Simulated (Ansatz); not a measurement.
# MoSe (zincblende): how the settings move a single-point run

Question: which choices in the input matter for MoSe (zincblende)?

Method: reference: DFT r2SCAN, scalar-relativistic, plane waves, PAW, in Ansatz 0.2.0.

1 further run of the same task is left out (it didn't finish). Runs told in other sessions of the task aren't counted.

## (1) The structure to begin with

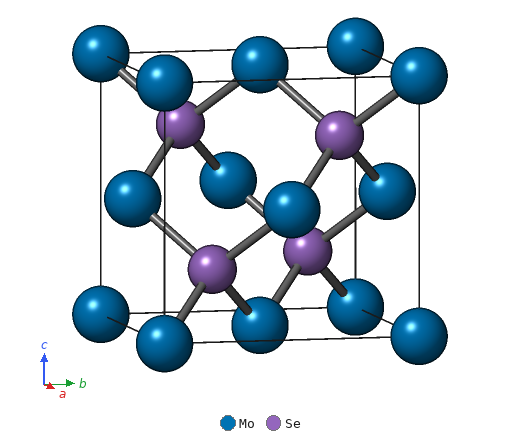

Start, viewed slightly off an axis; molybdenum blue, selenium purple. Atoms on the faces are drawn again on the opposite ones. The cell drawn here is the conventional one.

Structure file:

```cif
data_structure
_symmetry_space_group_name_H-M 'P 1'
_symmetry_Int_Tables_number 1
_cell_length_a 4.0043
_cell_length_b 4.0043
_cell_length_c 4.0043
_cell_angle_alpha 60.000
_cell_angle_beta 60.000
_cell_angle_gamma 60.000
_cell_volume 45.40
loop_
_atom_site_label
_atom_site_type_symbol
_atom_site_fract_x
_atom_site_fract_y
_atom_site_fract_z
_atom_site_occupancy
Mo1 Mo 0.00000 0.00000 0.00000 1
Se1 Se 0.25000 0.25000 0.25000 1
```

## (2) The reference run

input.yaml

```yaml
crystal:
  lattice:
    - [0.0, 2.8314484773, 2.8314484773]
    - [2.8314484773, 0.0, 2.8314484773]
    - [2.8314484773, 2.8314484773, 0.0]
  atoms:
    - { symbol: Mo, position: [0.0, 0.0, 0.0], spin: 1.02 }
    - { symbol: Se, position: [0.25, 0.25, 0.25] }
basis:
  ecutwfc: 500
  ecutrho_ratio: 4
kpoints:
  mp_grid: { grid: [10, 10, 10] }
hamiltonian:
  xc: r2scan
scf:
  occupations: { method: gaussian, width: 0.05 }
output:
  forces: true
  stress: true
  eigenvalues: true
  populations: true
magnetization:
  spin_polarized: true
```

Command:

```console
$ ansatz run input.yaml --threads 2 --pin off --max-ram 2662MiB --backend cpu --events-out ev --progress --plain --runs-dir out
```

From the output:

```text
[...]
Basis set: ecut = 500 eV, 1139 PW (Γ), exchange–correlation on 120×120×120 points (64 copies of the dense FFT grid, shifted against one another)
[...]
Magnetic group: BNS 216.74 (UNI 1576), of the structure as read, at distance tolerance 3.6e-5 Å
k-points: 47 of 1000 (time reversal used)
[...]
SCF iter   1: F=—  HF=-10445.319012 eV  |F-HF|=—  |Δ(HF+E_count)|=         —  Δρ=2.83e-2 (↑2.83e-2 ↓2.60e-2)  dr2=1.64e0  dr2_τ=2.08e-2  dr2_m=2.60e-2  M=1.026 μB ∫|m|=1.060 μB  β_m=1.00  ethr=3.10e-3  ⟨swp⟩=6.1  Hψ=8732  notcnv=0
[...]
preconditioner: auto → Kerker (q_TF=auto, 2.546 Å⁻¹)  [metal: Δε(μ)=0.008 eV  Ē_g=9.275 eV  σ=0.050 eV  W_gap=0.09  n_scr=14 (ndim 8)  ℏωp=19.1 eV  f_vac=0.000  D(μ)=4.18/eV (n_scr^D=58)]
[...]
SCF iter   2: F=—  HF=-10445.138693 eV  |F-HF|=—  |Δ(HF+E_count)|=   1.80e-1  Δρ=2.00e-2 (↑1.93e-2 ↓2.00e-2)  dr2=7.78e-1  dr2_τ=4.58e-3  dr2_m=1.76e-2  M=1.173 μB ∫|m|=1.209 μB  β_m=0.83  ethr=3.10e-3  ⟨swp⟩=2.0  Hψ=3026  notcnv=0  defer=68  κ⁻¹=1.0e0(r=1)
[...]
SCF iter  16: F=—  HF=-10445.002041 eV  |F-HF|=—  |Δ(HF+E_count)|=  3.75e-10  Δρ=3.88e-6 (↑3.88e-6 ↓3.04e-6)  dr2=1.96e-8  dr2_τ=1.63e-10  dr2_m=1.61e-9  M=1.281 μB ∫|m|=1.381 μB  β_m=1.00  ethr=1.28e-10  ⟨swp⟩=5.6  Hψ=7397  notcnv=0  κ⁻¹=2.6e-5(r=8)
SCF iter  17: F=-10445.002041 eV  HF=-10445.002041 eV  |F-HF|=4.79e-9  |Δ(HF+E_count)|=   3.58e-8  Δρ=3.06e-6 (↑3.06e-6 ↓1.85e-6)  dr2=1.14e-8  dr2_τ=7.36e-11  dr2_m=9.08e-10  M=1.281 μB ∫|m|=1.381 μB  ethr=6.54e-11  ⟨swp⟩=3.1  Hψ=5159  notcnv=0
[...]
SCF converged after 17 iterations
Magnetization: 1.2810 μB (15.6405 up, 14.3595 down)
[...]
Free energy (F): -10445.002041 eV
[...]
E sigma→0 (E₀):  -10445.000729 eV
[...]
Fermi energy:    11.942212 eV
[...]
  P = ⅓ Tr σ = -0.0003 GPa (-0.003 kbar)
[...]
```

Run time: 14 s. Hardware: 2 threads of Arm Neoverse V2, shared host; peak memory 0.52 GiB.

## (3) Changed: dispersion d3bjatm, chi_scale 0.1

input.yaml

```yaml
crystal:
  lattice:
    - [0.0, 2.8314484773, 2.8314484773]
    - [2.8314484773, 0.0, 2.8314484773]
    - [2.8314484773, 2.8314484773, 0.0]
  atoms:
    - { symbol: Mo, position: [0.0, 0.0, 0.0], spin: 3.0 }
    - { symbol: Se, position: [0.25, 0.25, 0.25] }
basis:
  ecutwfc: 500
  ecutrho_ratio: 4
kpoints:
  mp_grid: { grid: [10, 10, 10] }
hamiltonian:
  xc: r2scan
  dispersion: d3bjatm
scf:
  occupations: { method: gaussian, width: 0.05 }
  initial_density: { chi_scale: 0.1 }
output:
  forces: true
  stress: true
magnetization:
  spin_polarized: true
```

Command:

```console
$ ansatz run input.yaml --threads 2 --pin off --max-ram 2662MiB --backend cpu --events-out ev --progress --plain --runs-dir out
```

The program printed, shortened:

```text
Warning: RAYON_NUM_THREADS=2 ignored (pool sized by the plan → 2); use --threads N
[...]
Pseudopotentials: kind: paw
Pseudopotential: Mo, paw, valence charge 14, recommended cutoff 500 eV (meta_gga), Mo.paw.azcp
Pseudopotential: Se, paw, valence charge 16, recommended cutoff 500 eV (meta_gga), Se.paw.azcp
Functional definition: r2SCAN
[...]
Crystal: 2 atoms, lattice volume = 45.400 Å³
Basis set: ecut = 500 eV, 1139 PW (Γ), exchange–correlation on 120×120×120 points (64 copies of the dense FFT grid, shifted against one another)
Bands: 21, of which v1, the nominal top of the filled ones, is band 15 counted from 1 (14 counted from 0)
Symmetry: 24 space group operations
Space group: F-43m (ITA 216), of the structure as read, at distance tolerance 3.6e-5 Å
Magnetic group: BNS 216.74 (UNI 1576), of the structure as read, at distance tolerance 3.6e-5 Å
k-points: 47 of 1000 (time reversal used)
[...]
Starting moments: Σ|m| = 3 μB on 1 of 2 sites
[...]
SCF iter   1: F=—  HF=-10445.481952 eV  |F-HF|=—  |Δ(HF+E_count)|=         —  Δρ=3.24e-2 (↑3.24e-2 ↓2.13e-2)  dr2=1.44e0  dr2_τ=2.44e-2  dr2_m=8.56e-2  M=2.349 μB ∫|m|=2.481 μB  β_m=1.00  ethr=3.10e-3  ⟨swp⟩=6.1  Hψ=9292  notcnv=0
[...]
spin=Collinear: Kerker preconditioning applied to the charge; magnetization (m = ρ↑ − ρ↓) channel mixes plain (no charge-response kernel on spin).
[...]
SCF iter  22: F=-10445.432311 eV  HF=-10445.432311 eV  |F-HF|=9.13e-9  |Δ(HF+E_count)|=   1.11e-8  Δρ=2.20e-6 (↑2.20e-6 ↓1.38e-6)  dr2=6.95e-10  dr2_τ=1.44e-10  dr2_m=1.25e-9  M=1.281 μB ∫|m|=1.381 μB  ethr=3.71e-12  ⟨swp⟩=3.0  Hψ=4354  notcnv=0
[...]
this state was not tested for a lower state beside it, because the mixer in use, unlike msr1, does not test its closes by its own steps (another_mixer; see scf.mixing.algorithm and scf.lower_state_search)
SCF converged after 22 iterations
Magnetization: 1.2810 μB (15.6405 up, 14.3595 down)
Absolute magnetization: 1.3790 μB (∫|ρ↑−ρ↓|, with the PAW one-centre terms)
Spin contamination: 0.0344 ħ² per cell (⟨S²⟩ above its minimum at these occupations)
Per-site moments (μB) at R_I (Å): [(0.9289159085022192, 1.0114938532250337), (-0.0181720656259136, 1.0114938532250337)]
Free energy (F): -10445.432311 eV
[...]
E sigma→0 (E₀):  -10445.430999 eV
Entropy (-TS):   -0.002625 eV (-1.312 meV/atom)
Fermi energy:    11.942200 eV
[...]
--- Forces (eV/Å), atoms counted from 1 ---
  atom   1  Mo     0.00000000    -0.00000000    -0.00000000
  atom   2  Se    -0.00000000     0.00000000     0.00000000
[...]
--- Stress (GPa, compression-positive) ---
       -1.236575       0.000000       0.000000
        0.000000      -1.236575      -0.000000
        0.000000      -0.000000      -1.236575
  P = ⅓ Tr σ = -1.2366 GPa (-12.366 kbar)
```

It took 17 s on 2 threads of Arm Neoverse V2, shared host; peak memory 0.53 GiB.

The energy moves by -215.1 meV/atom, nearly all of it the dispersion term itself (-215.1 meV/atom); that offset belongs to the model and is no gain or loss of stability; the pressure goes from 0.0 to -1.2 GPa.

## (4) Variant: occupations.method methfessel_paxton, occupations.width 0.005

input.yaml

```yaml
crystal:
  lattice:
    - [0.0, 2.8314484773, 2.8314484773]
    - [2.8314484773, 0.0, 2.8314484773]
    - [2.8314484773, 2.8314484773, 0.0]
  atoms:
    - { symbol: Mo, position: [0.0, 0.0, 0.0], spin: 3.0 }
    - { symbol: Se, position: [0.25, 0.25, 0.25] }
basis:
  ecutwfc: 500
  ecutrho_ratio: 4
kpoints:
  mp_grid: { grid: [10, 10, 10] }
hamiltonian:
  xc: r2scan
scf:
  occupations: { method: methfessel_paxton, width: 0.005 }
output:
  forces: true
  stress: true
  write_density: true
  write_potential: true
  elf: true
  volumetric_format: npy
magnetization:
  spin_polarized: true
```

Command:

```console
$ ansatz run input.yaml --threads 2 --pin off --max-ram 2662MiB --backend cpu --events-out ev --progress --plain --runs-dir out
```

The program printed, shortened:

```text
Warning: RAYON_NUM_THREADS=2 ignored (pool sized by the plan → 2); use --threads N
[...]
[... 4 set-up lines as earlier in the session ...]
[...]
Crystal: 2 atoms, lattice volume = 45.400 Å³
Basis set: ecut = 500 eV, 1139 PW (Γ), exchange–correlation on 120×120×120 points (64 copies of the dense FFT grid, shifted against one another)
Bands: 21, of which v1, the nominal top of the filled ones, is band 15 counted from 1 (14 counted from 0)
[... 2 set-up lines as earlier in the session ...]
Magnetic group: BNS 216.74 (UNI 1576), of the structure as read, at distance tolerance 3.6e-5 Å
k-points: 47 of 1000 (time reversal used)
[...]
SCF converged after 12 iterations
Magnetization: 1.2780 μB (15.6390 up, 14.3610 down)
Absolute magnetization: 1.3759 μB (∫|ρ↑−ρ↓|, with the PAW one-centre terms)
Spin contamination: 0.0342 ħ² per cell (⟨S²⟩ above its minimum at these occupations)
Per-site moments (μB) at R_I (Å): [(0.9269071412614739, 1.0114938532250337), (-0.0180322067260061, 1.0114938532250337)]
Free energy (F): -10445.000585 eV
[...]
E sigma→0 (E₀):  -10445.000582 eV
Entropy (-TS):   -0.000009 eV (-0.005 meV/atom)
Fermi energy:    11.933255 eV
[...]
--- Forces (eV/Å), atoms counted from 1 ---
  atom   1  Mo     0.00000000    -0.00000000    -0.00000000
  atom   2  Se    -0.00000000     0.00000000     0.00000000
[...]
--- Stress (GPa, compression-positive) ---
       -0.035879       0.000000       0.000000
        0.000000      -0.035879      -0.000000
        0.000000      -0.000000      -0.035879
  P = ⅓ Tr σ = -0.0359 GPa (-0.359 kbar)
--- Band table (eV; the first three rows and the last of 94) ---
[... band rows left out ...]
[...]
```

It took 13 s on 2 threads of Arm Neoverse V2, shared host; peak memory 0.52 GiB.

Changing the smearing leaves the energy as it was (+0.1 meV/atom).

## (5) Changed: accuracy high

input.yaml: that of step 2 with these lines changed.

```diff
@@ -6,3 +6,3 @@
   atoms:
-    - { symbol: Mo, position: [0.0, 0.0, 0.0], spin: 1.02 }
+    - { symbol: Mo, position: [0.0, 0.0, 0.0], spin: 3.0 }
     - { symbol: Se, position: [0.25, 0.25, 0.25] }
@@ -20,5 +20,4 @@
   stress: true
-  eigenvalues: true
-  populations: true
 magnetization:
   spin_polarized: true
+accuracy: high
```

Command:

```console
$ ansatz run input.yaml --threads 2 --pin off --max-ram 2662MiB --backend cpu --events-out ev --progress --plain --runs-dir out
```

The program printed, shortened:

```text
Warning: RAYON_NUM_THREADS=2 ignored (pool sized by the plan → 2); use --threads N
[...]
[... 4 set-up lines as earlier in the session ...]
[...]
Crystal: 2 atoms, lattice volume = 45.400 Å³
Basis set: ecut = 500 eV, 1139 PW (Γ), exchange–correlation on 180×180×180 points (125 copies of the dense FFT grid, shifted against one another)
Bands: 21, of which v1, the nominal top of the filled ones, is band 15 counted from 1 (14 counted from 0)
[... 2 set-up lines as earlier in the session ...]
Magnetic group: BNS 216.74 (UNI 1576), of the structure as read, at distance tolerance 3.6e-5 Å
k-points: 47 of 1000 (time reversal used)
[...]
this state was not tested for a lower state beside it, because the mixer in use, unlike msr1, does not test its closes by its own steps (another_mixer; see scf.mixing.algorithm and scf.lower_state_search)
SCF converged after 27 iterations
Magnetization: 1.2810 μB (15.6405 up, 14.3595 down)
Absolute magnetization: 1.3790 μB (∫|ρ↑−ρ↓|, with the PAW one-centre terms)
Spin contamination: 0.0344 ħ² per cell (⟨S²⟩ above its minimum at these occupations)
Per-site moments (μB) at R_I (Å): [(0.9289044172472174, 1.0114938532250337), (-0.0181615706924874, 1.0114938532250337)]
Free energy (F): -10445.002041 eV
[...]
E sigma→0 (E₀):  -10445.000729 eV
Entropy (-TS):   -0.002624 eV (-1.312 meV/atom)
Fermi energy:    11.942175 eV
[...]
--- Forces (eV/Å), atoms counted from 1 ---
  atom   1  Mo     0.00000000    -0.00000000     0.00000000
  atom   2  Se    -0.00000000     0.00000000     0.00000000
[...]
--- Stress (GPa, compression-positive) ---
       -0.000277      -0.000000       0.000000
        0.000000      -0.000277      -0.000000
        0.000000      -0.000000      -0.000277
  P = ⅓ Tr σ = -0.0003 GPa (-0.003 kbar)
```

Run time: 22 s. Hardware: 2 threads of Arm Neoverse V2, shared host; peak memory 0.79 GiB.

Changing the accuracy level leaves the energy as it was (0.0 meV/atom).

## (6) Variant: occupations.width 0.025

input.yaml

```yaml
crystal:
  lattice:
    - [0.0, 2.8314484773, 2.8314484773]
    - [2.8314484773, 0.0, 2.8314484773]
    - [2.8314484773, 2.8314484773, 0.0]
  atoms:
    - { symbol: Mo, position: [0.0, 0.0, 0.0], spin: 3.0 }
    - { symbol: Se, position: [0.25, 0.25, 0.25] }
basis:
  ecutwfc: 500
  ecutrho_ratio: 4
kpoints:
  mp_grid: { grid: [10, 10, 10] }
hamiltonian:
  xc: r2scan
scf:
  occupations: { method: gaussian, width: 0.025 }
output:
  forces: true
  stress: true
  write_density: true
  write_potential: true
  elf: true
  volumetric_format: npy
magnetization:
  spin_polarized: true
```

Command:

```console
$ ansatz run input.yaml --threads 2 --pin off --max-ram 2662MiB --backend cpu --events-out ev --progress --plain --runs-dir out
```

The program printed, shortened:

```text
Warning: RAYON_NUM_THREADS=2 ignored (pool sized by the plan → 2); use --threads N
[...]
[... 4 set-up lines as earlier in the session ...]
[...]
Crystal: 2 atoms, lattice volume = 45.400 Å³
Basis set: ecut = 500 eV, 1139 PW (Γ), exchange–correlation on 120×120×120 points (64 copies of the dense FFT grid, shifted against one another)
Bands: 21, of which v1, the nominal top of the filled ones, is band 15 counted from 1 (14 counted from 0)
[... 2 set-up lines as earlier in the session ...]
Magnetic group: BNS 216.74 (UNI 1576), of the structure as read, at distance tolerance 3.6e-5 Å
k-points: 47 of 1000 (time reversal used)
[...]
SCF converged after 12 iterations
Magnetization: 1.2781 μB (15.6391 up, 14.3609 down)
Absolute magnetization: 1.3761 μB (∫|ρ↑−ρ↓|, with the PAW one-centre terms)
Spin contamination: 0.0345 ħ² per cell (⟨S²⟩ above its minimum at these occupations)
Per-site moments (μB) at R_I (Å): [(0.9272267557089994, 1.0114938532250337), (-0.01819503608734019, 1.0114938532250337)]
Free energy (F): -10445.000986 eV
[...]
E sigma→0 (E₀):  -10445.000593 eV
Entropy (-TS):   -0.000787 eV (-0.393 meV/atom)
Fermi energy:    11.941367 eV
[...]
--- Forces (eV/Å), atoms counted from 1 ---
  atom   1  Mo     0.00000000    -0.00000000     0.00000000
  atom   2  Se    -0.00000000     0.00000000     0.00000000
[...]
--- Stress (GPa, compression-positive) ---
       -0.010588      -0.000000       0.000000
       -0.000000      -0.010588      -0.000000
        0.000000      -0.000000      -0.010588
  P = ⅓ Tr σ = -0.0106 GPa (-0.106 kbar)
--- Band table (eV; the first three rows and the last of 94) ---
[... band rows left out ...]
[...]
```

Run time: 14 s. Hardware: 2 threads of Arm Neoverse V2, shared host; peak memory 0.52 GiB.

Changing the smearing leaves the energy as it was (+0.1 meV/atom).

## (7) Comparison

| run | ending | energy change | pressure (GPa) | gap (eV) | abs. moment (μB) | force (eV/Å) | cycles | time |
| --- | --- | --- | --- | --- | --- | --- | --- | --- |
| reference | converged | 0 | 0.0 | 0.00 | 1.38 | 0.00 | 17 | 14 s |
| 1: dispersion d3bjatm, chi_scale 0.1 | converged | -215.1 meV/atom (offset of the dispersion model) | -1.2 | 0.00 | 1.38 | 0.00 | 22 | 17 s |
| 2: occupations.method methfessel_paxton, occupations.width 0.005 | converged | +0.1 meV/atom (σ→0) | 0.0 | 0.00 | 1.38 | 0.00 | 12 | 13 s |
| 3: accuracy high | converged | 0.0 meV/atom | 0.0 | 0.00 | 1.38 | 0.00 | 27 | 22 s |
| 4: occupations.width 0.025 | converged | +0.1 meV/atom (σ→0) | 0.0 | 0.00 | 1.38 | 0.00 | 12 | 14 s |

Times don't compare one to one where runs were asked for different outputs or read a saved state (see the inputs); cycles may leave out searches for a lower state.

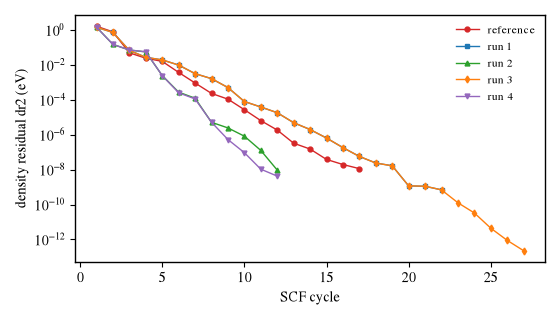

Residual by cycle in the longest SCF loop of each run; runs are numbered as in the table.

The pressure spans -1.2 to 0.0 GPa over the reference and the converged variants.
